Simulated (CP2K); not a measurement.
# GaCl2F (SMILES [F][Ga]([Cl])[Cl]): levels of theory compared

We compute a comparison of 3 runs (PM3, GFN1-xTB, GFN2-xTB) of GaCl2F. 

The calculation is run with CP2K 2026.2.

3 further runs of the same task are left out: 1 that didn't finish, 2 set aside as unsound or not needed.

### Step 1. The structure to begin with

GaCl2F has 4 atoms, charge 0, and is taken as a singlet. As SMILES, `[F][Ga]([Cl])[Cl]`. The shape comes from GFN2-xTB, which is rough for such elements, and wasn't checked as a minimum.

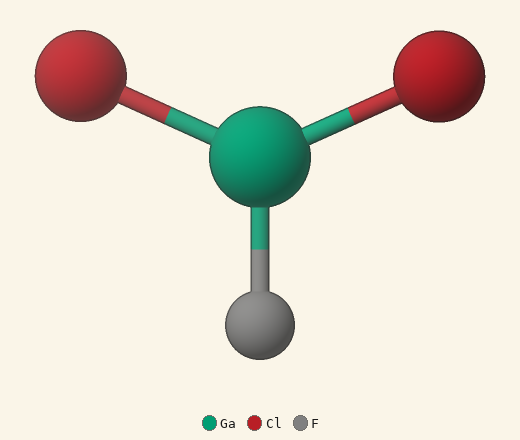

Viewed from a chosen angle; gallium teal, chlorine red, fluorine grey.

### Step 2. The energy at PM3 (run 1)

mol.inp reads:

```
&FORCE_EVAL
   METHOD QUICKSTEP
   &DFT
      # Quickstep
      &QS
         METHOD PM3
         EPS_DEFAULT 1.0E-10
         &SE
            &COULOMB
               CUTOFF [angstrom] 50
               RC_RANGE [angstrom] 0
            &END COULOMB
            &EXCHANGE
               CUTOFF [angstrom] 50
               RC_RANGE [angstrom] 0
            &END EXCHANGE
         &END SE
      &END QS
      # no periodic images
      &POISSON
         PERIODIC NONE
         POISSON_SOLVER ANALYTIC
      &END POISSON
      &SCF
         SCF_GUESS ATOMIC
         EPS_SCF 1.0E-07
         MAX_SCF 92
         ADDED_MOS 2
         &DIAGONALIZATION
            ALGORITHM STANDARD
         &END DIAGONALIZATION
         &MIXING
            METHOD DIRECT_P_MIXING
            ALPHA 0.6
         &END MIXING
      &END SCF
      &PRINT
         &MOMENTS
            PERIODIC F
            REFERENCE COM
            MAX_MOMENT 1
         &END MOMENTS
         &MO ON
            ENERGIES T
            OCCUPATION_NUMBERS T
            NDIGITS 6
            &EACH
               QS_SCF 0
            &END EACH
            ADD_LAST NUMERIC
         &END MO
         &HIRSHFELD OFF
         &END HIRSHFELD
      &END PRINT
   &END DFT
   &SUBSYS
      # vacuum box
      &CELL
         ABC 15.3 15.2 12
         PERIODIC NONE
      &END CELL
      &COORD
         Ga     7.213665     7.508895     6.000795
         Cl     9.276315     7.271845     6.015275
         Cl     6.023685     9.209595     5.984725
         F      6.309475     5.990405     6.001675
      &END COORD
   &END SUBSYS
&END FORCE_EVAL

&GLOBAL
   PROJECT mol
   RUN_TYPE ENERGY
   PRINT_LEVEL MEDIUM
&END GLOBAL
```

Command:

```console
$ OMP_NUM_THREADS=1 cp2k.psmp -i mol.inp > mol.out 2>&1
```

The program printed:

```text
CP2K| version string:                                       CP2K version 2026.2
[...]
 GLOBAL| Method name                                                        CP2K
[...]
 GLOBAL| Run type                                                         ENERGY
[...]
                             - Atoms:                                          4
[...]
                             - Spherical basis functions:                     16
[...]
 Number of electrons:                                                         24
[...]
     1 P_Mix/Diag. 0.60E+00    0.0     0.62025749       -39.5383704025 -3.95E+01
[...]
    21 DIIS/Diag.  0.60E-07    0.0     0.00000010       -41.7580486732 -1.42E-13
  *** SCF run converged in    21 steps ***
  Core-core repulsion energy [eV]:                            972.26066610752071
  Core Hamiltonian energy [eV]:                             -1833.61921102261158
  Two-electron integral energy [eV]:                         -549.87149326589110
  Electronic energy [eV]:                                   -2108.55495765555725
  Total energy [eV]:                                        -1136.29429154803643
  Atomic reference energy [eV]:                              1131.40450062133732
  Heat of formation [kcal/mol]:                              -112.76126648718679
[...]
 SE_DIPOLE| Moment [Debye]         -0.46052264      -0.77750690      -0.00060691
 SE_DIPOLE| Derivative [a.u.]       0.00000000       0.00000000       0.00000000
 ENERGY| Total FORCE_EVAL ( QS ) energy [hartree]            -41.758048673230498
[...]
```

It took 0.95 s on 1 thread of Intel Xeon Platinum 8375C at 2.90GHz (Ice Lake), shared host; peak memory 0.19 GiB.

### Step 3. Energy and gradient at GFN1-xTB (run 2)

mol.inp reads:

```
&FORCE_EVAL
  METHOD Quickstep
  &DFT
    &QS
      METHOD XTB
      EPS_DEFAULT 1.0E-12
      &XTB
        GFN_TYPE TBLITE
        &TBLITE
          METHOD GFN1
        &END TBLITE
        CHECK_ATOMIC_CHARGES F
      &END XTB
    &END QS
    &POISSON
      PERIODIC NONE
      POISSON_SOLVER ANALYTIC
    &END POISSON
    # self-consistent field
    &SCF
      SCF_GUESS ATOMIC
      EPS_SCF 1.0E-06
      MAX_SCF 150
      ADDED_MOS 2
      &DIAGONALIZATION
        ALGORITHM STANDARD
      &END DIAGONALIZATION
      &MIXING
        METHOD DIRECT_P_MIXING
        ALPHA 0.4
      &END MIXING
      &SMEAR ON
        METHOD FERMI_DIRAC
        ELECTRONIC_TEMPERATURE [K] 300
      &END SMEAR
    &END SCF
    &PRINT
      &MOMENTS
        PERIODIC F
        REFERENCE COM
        MAX_MOMENT 1
      &END MOMENTS
      &MO ON
        ENERGIES T
        OCCUPATION_NUMBERS T
        NDIGITS 6
        &EACH
          QS_SCF 0
        &END EACH
        ADD_LAST NUMERIC
      &END MO
      &HIRSHFELD OFF
      &END HIRSHFELD
    &END PRINT
  &END DFT
  &SUBSYS
    # vacuum box
    &CELL
      ABC 13.3 13.2 10
      PERIODIC NONE
    &END CELL
    &COORD
      UNIT bohr
      Ga     0.0148910     0.0259081     0.0003402
      Cl     3.9127346    -0.4220514     0.0277034
      Cl    -2.2338453     3.2397654    -0.0300277
      F     -1.6937804    -2.8436221     0.0020031
    &END COORD
    &TOPOLOGY
      &CENTER_COORDINATES
      &END CENTER_COORDINATES
    &END TOPOLOGY
  &END SUBSYS
  # extra output
  &PRINT
    &FORCES ON
    &END FORCES
  &END PRINT
&END FORCE_EVAL
&GLOBAL
  PROJECT mol
  RUN_TYPE ENERGY_FORCE
  PRINT_LEVEL MEDIUM
&END GLOBAL
```

Command:

```console
$ OMP_NUM_THREADS=1 cp2k.psmp -i mol.inp -o mol.out
```

The program printed:

```text
CP2K| version string:                                       CP2K version 2026.2
[...]
 GLOBAL| Method name                                                        CP2K
[...]
 GLOBAL| Run type                                                   ENERGY_FORCE
[...]
                             - Atoms:                                          4
[...]
                             - Spherical basis functions:                     31
[...]
 Number of electrons:                                                         24
[...]
  *** SCF run converged in    14 steps ***
[...]
  Fermi energy:                                                -0.29199057311783
[...]
 TB_DIPOLE| Moment [Debye]          1.18239761       1.99114422      -0.00085105
 TB_DIPOLE| Derivative [a.u.]       0.00000000       0.00000000       0.00000000
[...]
 ENERGY| Total FORCE_EVAL ( QS ) energy [hartree]            -15.133560959965944
 FORCES| Atomic forces [hartree/bohr]
 FORCES|   Atom     x               y               z               |f|
 FORCES|      1 -1.21204960E-02 -2.07010697E-02  8.70783832E-06   2.39883469E-02
 FORCES|      2  4.77034597E-03  7.70776242E-04  2.94863732E-05   4.83230444E-03
 FORCES|      3 -1.70395961E-03  4.71107961E-03 -3.17351807E-05   5.00986592E-03
 FORCES|      4  9.05410967E-03  1.52192139E-02 -6.45903076E-06   1.77087948E-02
 FORCES| Sum    -6.93889390E-18  2.77555756E-17  7.96210970E-20
 FORCES| Total atomic force                                       2.86099033E-17
[...]
```

Run time: 0.87 s. Hardware: 1 thread of Intel Xeon Platinum 8375C at 2.90GHz (Ice Lake), shared host; peak memory 0.19 GiB.

### Step 4. Energy and gradient at GFN2-xTB (run 3)

job.inp reads:

```
&GLOBAL
  PROJECT_NAME job
  RUN_TYPE ENERGY_FORCE
  PRINT_LEVEL MEDIUM
&END

&FORCE_EVAL
  METHOD QUICKSTEP
  &DFT
    # Quickstep
    &QS
      METHOD XTB
      EPS_DEFAULT 1.0E-10
      &XTB
        GFN_TYPE TBLITE
        &TBLITE
          METHOD GFN2
        &END
        CHECK_ATOMIC_CHARGES F
      &END
    &END
    &POISSON
      PERIODIC NONE
      POISSON_SOLVER ANALYTIC
    &END
    &SCF
      SCF_GUESS ATOMIC
      EPS_SCF 1.0E-06
      MAX_SCF 150
      ADDED_MOS 4
      &DIAGONALIZATION
        ALGORITHM STANDARD
      &END
      &MIXING
        METHOD DIRECT_P_MIXING
        ALPHA 0.4
      &END
      &SMEAR ON
        METHOD FERMI_DIRAC
        ELECTRONIC_TEMPERATURE [K] 300
      &END
    &END
    &PRINT
      &MOMENTS
        PERIODIC F
        REFERENCE COM
        MAX_MOMENT 1
      &END
      &MO ON
        ENERGIES T
        OCCUPATION_NUMBERS T
        NDIGITS 6
        &EACH
          QS_SCF 0
        &END
        ADD_LAST NUMERIC
      &END
      &HIRSHFELD OFF
      &END
    &END
  &END
  &SUBSYS
    &CELL
      ABC 11.3 11.2 8
      PERIODIC NONE
    &END
    &COORD
      Ga     0.007880     0.013710     0.000180
      Cl     2.070530    -0.223340     0.014660
      Cl    -1.182100     1.714410    -0.015890
      F     -0.896310    -1.504780     0.001060
    &END
    &TOPOLOGY
      &CENTER_COORDINATES
      &END
    &END
  &END
  &PRINT
    &FORCES ON
    &END
  &END
&END
```

Command:

```console
$ OMP_NUM_THREADS=1 cp2k.psmp -i job.inp > job.out 2>&1
```

The program printed:

```text
CP2K| version string:                                       CP2K version 2026.2
[...]
 GLOBAL| Method name                                                        CP2K
[...]
 GLOBAL| Run type                                                   ENERGY_FORCE
[...]
                             - Atoms:                                          4
[...]
                             - Spherical basis functions:                     31
[...]
 Number of electrons:                                                         24
[...]
  *** SCF run converged in    17 steps ***
[...]
  Fermi energy:                                                -0.36222532751035
[...]
 TB_DIPOLE| Moment [Debye]          1.16796013       1.96448671      -0.00135970
 TB_DIPOLE| Derivative [a.u.]       0.00000000       0.00000000       0.00000000
[...]
 ENERGY| Total FORCE_EVAL ( QS ) energy [hartree]            -15.214673629764299
 FORCES| Atomic forces [hartree/bohr]
 FORCES|   Atom     x               y               z               |f|
 FORCES|      1  1.18891629E-04 -4.13167199E-05 -1.06656065E-05   1.26317243E-04
 FORCES|      2  1.35002040E-04 -1.50020982E-05  4.89857467E-06   1.35921337E-04
 FORCES|      3 -1.54236995E-04  2.13859221E-04  1.90290297E-06   2.63682457E-04
 FORCES|      4 -9.96566740E-05 -1.57540403E-04  3.86412888E-06   1.86454721E-04
 FORCES| Sum    -1.38506828E-17  6.69494842E-18  1.09267250E-19
 FORCES| Total atomic force                                       1.53842675E-17
[...]
```

Wall time 0.89 s (1 thread of Intel Xeon Platinum 8375C at 2.90GHz (Ice Lake), shared host); peak memory 0.19 GiB.

### Step 5. The series

```csv
run,level,task,SCF convergence threshold,energy (Eh),dipole moment (D),HOMO energy (eV),LUMO energy (eV),wall time
1,PM3,energy,1e-07,-41.758049,0.90,-11.57,-3.77,0.95 s
2,GFN1-xTB,gradient,1e-06,-15.133561,2.32,-13.04,-7.05,0.87 s
3,GFN2-xTB,gradient,1e-06,-15.214674,2.29,-12.95,-8.96,0.89 s
```

### Step 6. Results

| quantity | value |
| --- | --- |
| run 3: total energy | -15.21467 Eh |
| run 3: dipole moment (from atomic charges alone) | 2.29 D |
| run 3: HOMO energy | -12.95 eV |
| run 3: LUMO energy | -8.96 eV |
| run 3: HOMO–LUMO gap | 3.99 eV |
| run 3: largest force on an atom | 0.014 eV/Å |

The dipole moment (its size) runs from 0.90 D (PM3) to 2.32 D (GFN1-xTB). Some of these are taken from atomic charges alone. The HOMO–LUMO gap runs from 3.99 eV (GFN2-xTB) to 7.80 eV (PM3). Force-field and semi-empirical energies have zeros of their own, so their totals don't compare. All runs together took 2.7 s, the longest 0.95 s.
